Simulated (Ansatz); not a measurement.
# CH3Ge+ (singlet): one geometry, many settings

What do other methods and options give for CH3Ge+ (singlet) at this geometry, and how long do they take?

Computed with Ansatz 0.2.0, Gaussian basis. Level: the settings change from run to run.

26 further runs of the same task are left out: 1 for a known fault of the program, 10 that didn't finish, 15 set aside as unsound or not needed.

**1. The system**

The geometry is a PBE0/def2-TZVP stationary point (not a proven minimum) of the parent state, kept for this charge and spin. No spin-orbit coupling is included. The filled d shell of Ge may be among the frozen orbitals whatever the setting's name suggests; the logs give the count.

5 atoms, charge 1, spin multiplicity 1.

Atoms are counted from 1 here; the program's logs count them from 0.

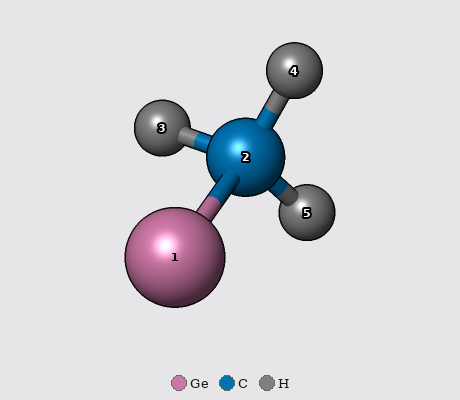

The geometry (germanium pink, carbon blue, hydrogen grey); atoms are numbered from 1 in the order of the file.

**2. BCCD(T) on RHF/cc-pVDZ**

in.yaml reads:

```yaml
crystal:
  periodic: [false, false, false]
  atoms:
    - {symbol: Ge, position_ang: [0.000048, 0.000000, 0.354437]}
    - {symbol: C, position_ang: [0.010265, 0.000000, -1.634875]}
    - {symbol: H, position_ang: [-1.051269, -0.000009, -1.923563]}
    - {symbol: H, position_ang: [0.462733, 0.894528, -2.069318]}
    - {symbol: H, position_ang: [0.462748, -0.894520, -2.069318]}
basis:
  gaussian: {orbitals: cc-pVDZ}
total_charge: 1
magnetization: {spin_polarized: false}
correlation: {method: bccd_t, electrons: outside_noble_gas}
scf: {lower_state_search: off}
```

On the command line:

```console
$ ansatz run in.yaml --threads 1 --pin off --events-out ev --progress --plain --max-ram 2393MiB
```

What it wrote, cut to the lines that bear on the results:

```text
Functional definition: HF
  name "HF"
  cite "Fock, Z. Phys. 61, 126 (1930) doi:10.1007/BF01340294"
  parent pbe
[...]
589 factors; integrals over basis functions are off by at most 9.8e-4 eV
[...]
mean field -57542.92489456 eV, -2114.6634858797 hartree, gradient 1.9e-6 eV, S^2 0.000000; 0 other end points of the search recorded, 0 dependent functions left out
15 core orbitals not correlated: weight in the atoms' cores, before any rotation towards them, 0.999 or more for the frozen orbitals, at most 0.000 for the correlated occupied ones
reference -57542.92489456 eV, -2114.6634858797 hartree; 5, 5 occupied and 36, 36 virtual orbitals, 589 factors
second order -5.41639405 eV of doubles, -0.00000000 eV of singles
cycle   1  -6.01556112 eV  change   -6.0e-1 eV  update   7.0e-2
[...]
cycle  10  -6.28578133 eV  change    4.7e-6 eV  update   7.5e-6
perturbative correction -0.17929420 eV, -0.0065889405 hartree
Total energy: -57549.38997010 eV, -2114.9010730235 hartree
Checks for a lower state left out: stability, starts, cluster_reference, orbital_swaps, neighbouring_geometries, increment
```

Run time: 0.66 s. Hardware: 1 thread of Arm Neoverse V2, shared host.

From the report: correlation -6.4651 eV; largest double amplitude 0.06.

**3. CCSD on RHF/cc-pVDZ**

in.yaml: that of step 2 with these lines changed.

```diff
@@ -12,3 +12,3 @@
 magnetization: {spin_polarized: false}
-correlation: {method: bccd_t, electrons: outside_noble_gas}
-scf: {lower_state_search: off}
+correlation: {method: ccsd, electrons: valence}
+scf: {lower_state_search: full}
```

The command is unchanged.

What it wrote, cut to the lines that bear on the results:

```text
Functional definition: HF
  name "HF"
  cite "Fock, Z. Phys. 61, 126 (1930) doi:10.1007/BF01340294"
  parent pbe
[...]
589 factors; integrals over basis functions are off by at most 9.8e-4 eV
[...]
mean field -57542.92489456 eV, -2114.6634858797 hartree, gradient 1.9e-6 eV, S^2 0.000000; 0 other end points of the search recorded, 0 dependent functions left out
10 core orbitals not correlated: weight in the atoms' cores, before any rotation towards them, 1.000 or more for the frozen orbitals, at most 0.000 for the correlated occupied ones
reference -57542.92489456 eV, -2114.6634858797 hartree; 10, 10 occupied and 36, 36 virtual orbitals, 589 factors
second order -5.84900244 eV of doubles, -0.00000000 eV of singles
cycle   1  -6.42709775 eV  change   -5.8e-1 eV  update   7.1e-2
[...]
cycle   9  -6.72818499 eV  change    1.4e-6 eV  update   1.6e-5
Total energy: -57549.65307955 eV, -2114.9107421177 hartree
```

It took 0.78 s on 1 thread of Arm Neoverse V2, shared host.

From the report: correlation -6.7282 eV; T1 0.009; largest double amplitude 0.06.

**4. CCSD(T) on RHF/cc-pVDZ**

in.yaml: that of step 3 with these lines changed.

```diff
@@ -12,3 +12,4 @@
 magnetization: {spin_polarized: false}
-correlation: {method: ccsd, electrons: valence}
-scf: {lower_state_search: full}
+hamiltonian: {pseudopotentials: {relativity: none}}
+correlation: {method: ccsd_t, electrons: outside_noble_gas}
+output: {forces: true}
```

Launched as before.

What it wrote, cut to the lines that bear on the results:

```text
Functional definition: HF
  name "HF"
  cite "Fock, Z. Phys. 61, 126 (1930) doi:10.1007/BF01340294"
  parent pbe
[...]
589 factors; integrals over basis functions are off by at most 9.8e-4 eV
[...]
mean field -57542.92489456 eV, -2114.6634858797 hartree, gradient 1.9e-6 eV, S^2 0.000000; 0 other end points of the search recorded, 0 dependent functions left out
15 core orbitals not correlated: weight in the atoms' cores, before any rotation towards them, 0.999 or more for the frozen orbitals, at most 0.000 for the correlated occupied ones
reference -57542.92489456 eV, -2114.6634858797 hartree; 5, 5 occupied and 36, 36 virtual orbitals, 589 factors
second order -5.41639405 eV of doubles, -0.00000000 eV of singles
cycle   1  -6.00724475 eV  change   -5.9e-1 eV  update   7.0e-2
[...]
cycle  11  -6.29396028 eV  change   -1.2e-6 eV  update   3.3e-6
perturbative correction -0.17000047 eV, -0.0062474020 hartree
[...]
Total energy: -57549.38885531 eV, -2114.9010320558 hartree
Atom 0 at     0.000048     0.000000     0.354437 Å, force     0.103867     0.000001    -0.822140 eV/Å
Atom 1 at     0.010265     0.000000    -1.634875 Å, force    -0.305924    -0.000003     1.156336 eV/Å
Atom 2 at    -1.051269    -0.000009    -1.923563 Å, force    -0.519370    -0.000004    -0.122823 eV/Å
Atom 3 at     0.462733     0.894528    -2.069318 Å, force     0.360709     0.497283    -0.105686 eV/Å
Atom 4 at     0.462748    -0.894520    -2.069318 Å, force     0.360718    -0.497277    -0.105686 eV/Å
Dipole moment:    -0.002238    -0.000000    -0.036250 e Å
```

It took 1.5 s on 1 thread of Arm Neoverse V2, shared host.

From the report: correlation -6.4640 eV; T1 0.013; largest double amplitude 0.06.

**5. MP2 on RHF/cc-pVDZ**

in.yaml: that of step 4 with these lines changed.

```diff
@@ -9,7 +9,5 @@
 basis:
-  gaussian: {orbitals: cc-pVDZ}
+  gaussian: {orbitals: cc-pVDZ, fitting: {mean_field: def2-universal-jkfit}}
 total_charge: 1
 magnetization: {spin_polarized: false}
-hamiltonian: {pseudopotentials: {relativity: none}}
-correlation: {method: ccsd_t, electrons: outside_noble_gas}
-output: {forces: true}
+correlation: {method: mp2, electrons: valence}
```

Launched as before.

What it wrote:

```text
Functional definition: HF
  name "HF"
  cite "Fock, Z. Phys. 61, 126 (1930) doi:10.1007/BF01340294"
  parent pbe
  exchange = exact_x
  correlation = 0
395 factors; integrals over basis functions are off by at most 2.5e-1 eV
mean field evaluation 1: about -57537.2906 eV, gradient 4.4e1 eV
mean field evaluation 2: about -57541.3177 eV, gradient 2.4e1 eV
mean field evaluation 4: about -57542.9205 eV, gradient 5.7e-1 eV
mean field evaluation 8: about -57542.9238 eV, gradient 1.9e-6 eV
mean field -57542.92375735 eV, -2114.6634440880 hartree, gradient 1.9e-6 eV, S^2 0.000000; 0 other end points of the search recorded, 0 dependent functions left out
10 core orbitals not correlated: weight in the atoms' cores, before any rotation towards them, 1.000 or more for the frozen orbitals, at most 0.000 for the correlated occupied ones
reference -57542.92375735 eV, -2114.6634440880 hartree; 10, 10 occupied and 36, 36 virtual orbitals, 395 factors
second order -5.84537360 eV of doubles, -0.00000000 eV of singles
Total energy: -57548.76913095 eV, -2114.8782576056 hartree
```

It took 0.24 s on 1 thread of Arm Neoverse V2, shared host.

**6. CCSD on UHF/cc-pVDZ**

in.yaml: that of step 5 with these lines changed.

```diff
@@ -9,5 +9,5 @@
 basis:
-  gaussian: {orbitals: cc-pVDZ, fitting: {mean_field: def2-universal-jkfit}}
+  gaussian: {orbitals: cc-pVDZ}
 total_charge: 1
-magnetization: {spin_polarized: false}
-correlation: {method: mp2, electrons: valence}
+magnetization: {spin_polarized: true, initial_magnetization: 0}
+correlation: {method: ccsd, electrons: outside_noble_gas}
```

The command is unchanged.

What it wrote, cut to the lines that bear on the results:

```text
Functional definition: HF
  name "HF"
  cite "Fock, Z. Phys. 61, 126 (1930) doi:10.1007/BF01340294"
  parent pbe
[...]
589 factors; integrals over basis functions are off by at most 9.8e-4 eV
[...]
mean field -57542.92489456 eV, -2114.6634858797 hartree, gradient 9.8e-7 eV, S^2 0.000000; 6 other end points of the search recorded, 0 dependent functions left out
determinant -57542.92489456 eV, -2114.6634858797 hartree, with singles and doubles -57549.21917245 eV, -2114.8947963256 hartree
determinant -57540.87818160 eV, -2114.5882705658 hartree, with singles and doubles -57546.59639661 eV, -2114.7984110915 hartree
determinant -57540.81418485 eV, -2114.5859187286 hartree, with singles and doubles -57546.51570399 eV, -2114.7954456923 hartree
15 core orbitals not correlated: weight in the atoms' cores, before any rotation towards them, 0.999 or more for the frozen orbitals, at most 0.000 for the correlated occupied ones
reference -57542.92489456 eV, -2114.6634858797 hartree; 5, 5 occupied and 36, 36 virtual orbitals, 589 factors
second order -5.41639409 eV of doubles, -0.00000000 eV of singles
cycle   1  -6.29407329 eV  change    2.0e-4 eV  update   3.0e-4
[...]
cycle   6  -6.29396678 eV  change   -2.7e-6 eV  update   5.4e-6
Total energy: -57549.21886134 eV, -2114.8947848926 hartree
```

Run time: 3.1 s. Hardware: 1 thread of Arm Neoverse V2, shared host.

From the report: ⟨S²⟩ of the determinant 0.000 (pure singlet: 0.00); correlation -6.2940 eV; T1 0.013; largest double amplitude 0.06.

**7. BCCD on RHF/6-31G**

in.yaml: that of step 6 with these lines changed.

```diff
@@ -9,5 +9,6 @@
 basis:
-  gaussian: {orbitals: cc-pVDZ}
+  gaussian: {orbitals: 6-31G}
 total_charge: 1
-magnetization: {spin_polarized: true, initial_magnetization: 0}
-correlation: {method: ccsd, electrons: outside_noble_gas}
+magnetization: {spin_polarized: false}
+correlation: {method: bccd, electrons: valence}
+output: {forces: true}
```

Same command.

What it wrote, cut to the lines that bear on the results:

```text
Functional definition: HF
  name "HF"
  cite "Fock, Z. Phys. 61, 126 (1930) doi:10.1007/BF01340294"
  parent pbe
[...]
473 factors; integrals over basis functions are off by at most 4.9e-4 eV
[...]
mean field -57534.30476674 eV, -2114.3467020251 hartree, gradient 9.6e-7 eV, S^2 0.000000; 0 other end points of the search recorded, 0 dependent functions left out
10 core orbitals not correlated: weight in the atoms' cores, before any rotation towards them, 1.000 or more for the frozen orbitals, at most 0.000 for the correlated occupied ones
reference -57534.30476674 eV, -2114.3467020251 hartree; 10, 10 occupied and 24, 24 virtual orbitals, 473 factors
second order -7.70833902 eV of doubles, -0.00000000 eV of singles
cycle   1  -7.71844146 eV  change   -1.0e-2 eV  update   7.1e-2
[...]
cycle  11  -8.05374233 eV  change   -7.2e-6 eV  update   1.9e-6
[...]
Total energy: -57542.35850907 eV, -2114.6426715968 hartree
Atom 0 at     0.000048     0.000000     0.354437 Å, force     0.162206     0.000001    -0.392936 eV/Å
Atom 1 at     0.010265     0.000000    -1.634875 Å, force    -0.398702    -0.000003     0.904270 eV/Å
Atom 2 at    -1.051269    -0.000009    -1.923563 Å, force    -0.323864    -0.000003    -0.264253 eV/Å
Atom 3 at     0.462733     0.894528    -2.069318 Å, force     0.280178     0.273489    -0.123541 eV/Å
Atom 4 at     0.462748    -0.894520    -2.069318 Å, force     0.280182    -0.273484    -0.123541 eV/Å
Dipole moment:     0.000451     0.000000     0.007133 e Å
```

Run time: 1.3 s. Hardware: 1 thread of Arm Neoverse V2, shared host.

From the report: correlation -8.0537 eV; largest double amplitude 0.06.

**8. CCSD(T) on RHF/cc-pVDZ**

in.yaml: that of step 7 with these lines changed.

```diff
@@ -9,6 +9,6 @@
 basis:
-  gaussian: {orbitals: 6-31G}
+  gaussian: {orbitals: cc-pVDZ}
 total_charge: 1
 magnetization: {spin_polarized: false}
-correlation: {method: bccd, electrons: valence}
-output: {forces: true}
+correlation: {method: ccsd_t, electrons: outside_noble_gas}
+scf: {omitted_lower_state_checks: [cluster_reference]}
```

Same command.

What it wrote, cut to the lines that bear on the results:

```text
Functional definition: HF
  name "HF"
  cite "Fock, Z. Phys. 61, 126 (1930) doi:10.1007/BF01340294"
  parent pbe
[...]
589 factors; integrals over basis functions are off by at most 9.8e-4 eV
[...]
mean field -57542.92489456 eV, -2114.6634858797 hartree, gradient 1.9e-6 eV, S^2 0.000000; 0 other end points of the search recorded, 0 dependent functions left out
15 core orbitals not correlated: weight in the atoms' cores, before any rotation towards them, 0.999 or more for the frozen orbitals, at most 0.000 for the correlated occupied ones
reference -57542.92489456 eV, -2114.6634858797 hartree; 5, 5 occupied and 36, 36 virtual orbitals, 589 factors
second order -5.41639405 eV of doubles, -0.00000000 eV of singles
cycle   1  -6.00724474 eV  change   -5.9e-1 eV  update   7.0e-2
[...]
cycle  10  -6.29395913 eV  change    1.4e-6 eV  update   8.3e-6
perturbative correction -0.17000036 eV, -0.0062473980 hartree
Total energy: -57549.38885405 eV, -2114.9010320094 hartree
Checks for a lower state left out: cluster_reference
```

Wall time 0.66 s (1 thread of Arm Neoverse V2, shared host).

From the report: correlation -6.4640 eV; T1 0.013; largest double amplitude 0.06.

**9. CCSD on RHF/cc-pVDZ**

in.yaml: that of step 8 with these lines changed.

```diff
@@ -12,3 +12,2 @@
 magnetization: {spin_polarized: false}
-correlation: {method: ccsd_t, electrons: outside_noble_gas}
-scf: {omitted_lower_state_checks: [cluster_reference]}
+correlation: {method: ccsd, electrons: outside_noble_gas}
```

The command is unchanged.

What it wrote, cut to the lines that bear on the results:

```text
Functional definition: HF
  name "HF"
  cite "Fock, Z. Phys. 61, 126 (1930) doi:10.1007/BF01340294"
  parent pbe
[...]
589 factors; integrals over basis functions are off by at most 9.8e-4 eV
[...]
mean field -57542.92489456 eV, -2114.6634858797 hartree, gradient 1.9e-6 eV, S^2 0.000000; 0 other end points of the search recorded, 0 dependent functions left out
15 core orbitals not correlated: weight in the atoms' cores, before any rotation towards them, 0.999 or more for the frozen orbitals, at most 0.000 for the correlated occupied ones
reference -57542.92489456 eV, -2114.6634858797 hartree; 5, 5 occupied and 36, 36 virtual orbitals, 589 factors
second order -5.41639405 eV of doubles, -0.00000000 eV of singles
cycle   1  -6.00724474 eV  change   -5.9e-1 eV  update   7.0e-2
[...]
cycle  10  -6.29395913 eV  change    1.4e-6 eV  update   8.3e-6
Total energy: -57549.21885369 eV, -2114.8947846114 hartree
```

Run time: 0.69 s. Hardware: 1 thread of Arm Neoverse V2, shared host.

From the report: correlation -6.2940 eV; T1 0.013; largest double amplitude 0.06.

**10. BCCD on RHF/cc-pVDZ**

in.yaml: that of step 9 with these lines changed.

```diff
@@ -9,5 +9,7 @@
 basis:
-  gaussian: {orbitals: cc-pVDZ}
+  gaussian: {orbitals: cc-pVDZ, point_charges: [{charge: -0.50, position_ang: [4.530, 0.428, 0.072]}]}
 total_charge: 1
 magnetization: {spin_polarized: false}
-correlation: {method: ccsd, electrons: outside_noble_gas}
+correlation: {method: bccd, electrons: outside_noble_gas}
+scf: {lower_state_search: off}
+output: {forces: true}
```

Launched as before.

What it wrote, cut to the lines that bear on the results:

```text
Functional definition: HF
  name "HF"
  cite "Fock, Z. Phys. 61, 126 (1930) doi:10.1007/BF01340294"
  parent pbe
[...]
589 factors; integrals over basis functions are off by at most 9.8e-4 eV
[...]
mean field -57544.51952811 eV, -2114.7220875816 hartree, gradient 1.7e-6 eV, S^2 0.000000; 0 other end points of the search recorded, 0 dependent functions left out
15 core orbitals not correlated: weight in the atoms' cores, before any rotation towards them, 0.999 or more for the frozen orbitals, at most 0.000 for the correlated occupied ones
reference -57544.51952811 eV, -2114.7220875816 hartree; 5, 5 occupied and 36, 36 virtual orbitals, 589 factors
second order -5.41037413 eV of doubles, -0.00000000 eV of singles
cycle   1  -6.01010379 eV  change   -6.0e-1 eV  update   7.0e-2
[...]
cycle  10  -6.27979130 eV  change    3.5e-6 eV  update   3.2e-6
[...]
Total energy: -57550.79931940 eV, -2114.9528656553 hartree
Atom 0 at     0.000048     0.000000     0.354437 Å, force     0.428288     0.029585    -0.862789 eV/Å
Atom 1 at     0.010265     0.000000    -1.634875 Å, force    -0.378167     0.004184     1.066892 eV/Å
Atom 2 at    -1.051269    -0.000009    -1.923563 Å, force    -0.458044    -0.002451    -0.086858 eV/Å
Atom 3 at     0.462733     0.894528    -2.069318 Å, force     0.385046     0.421123    -0.056849 eV/Å
Atom 4 at     0.462748    -0.894520    -2.069318 Å, force     0.377789    -0.419612    -0.060167 eV/Å
Dipole moment:     0.080299     0.008117    -0.007980 e Å
Checks for a lower state left out: starts, cluster_reference, orbital_swaps, neighbouring_geometries, increment
```

Run time: 1.6 s. Hardware: 1 thread of Arm Neoverse V2, shared host.

From the report: correlation -6.2798 eV; largest double amplitude 0.06.

**11. All runs side by side**

Where basis and cores are those of an earlier RCCSDT(Q)/cc-pVDZ run (-57549.4183 eV), and the state is the same kind, the miss against it is given.

```tsv
level	correlated	functions	energy (eV)	from RCCSDT(Q) (meV)	time
BCCD(T) on RHF/cc-pVDZ	outside noble gas	56	-57549.3900	28.3	0.66 s
CCSD on RHF/cc-pVDZ	valence	56	-57549.6531		0.78 s
CCSD(T) on RHF/cc-pVDZ	outside noble gas	56	-57549.3889		1.5 s
MP2 on RHF/cc-pVDZ	valence	56	-57548.7691		0.24 s
CCSD on UHF/cc-pVDZ	outside noble gas	56	-57549.2189	199.5	3.1 s
BCCD on RHF/6-31G	valence	44	-57542.3585		1.3 s
CCSD(T) on RHF/cc-pVDZ	outside noble gas	56	-57549.3889	29.5	0.66 s
CCSD on RHF/cc-pVDZ	outside noble gas	56	-57549.2189	199.5	0.69 s
BCCD on RHF/cc-pVDZ (beside a point charge)	outside noble gas	56	-57550.7993		1.6 s
```

**12. What came out**

| quantity | value |
| --- | --- |
| runs | 9 |
| quickest | MP2 on RHF/cc-pVDZ, 0.24 s |
| slowest | CCSD on UHF/cc-pVDZ, 3.1 s |

In words: Total energies in different bases, with other cores or another treatment of relativity can't be set against each other. CCSD on UHF/cc-pVDZ took 13 times as long as MP2 on RHF/cc-pVDZ; the jobs differ in more than the method. Among the correlated runs with a miss given, it spans +28 to +199 meV.
